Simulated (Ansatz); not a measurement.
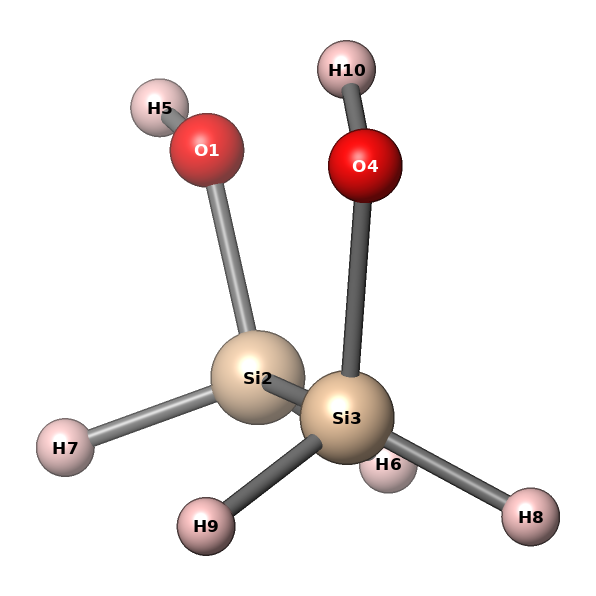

Source: calculation with Ansatz.

Si2 lies behind Si3. The molecule seen a little off the Si3–Si2 bond, Si3 in front. Atoms fade into the background with distance from the viewer. Geometry: moved along internal coordinates away from the minimum.

Question: What is the torsion angle O4–Si3–Si2–O1? The sign is positive where the front bond must turn clockwise to cover the back bond.

Answer: −9°, synperiplanar (eclipsed). The bonds about Si3–Si2 are eclipsed.
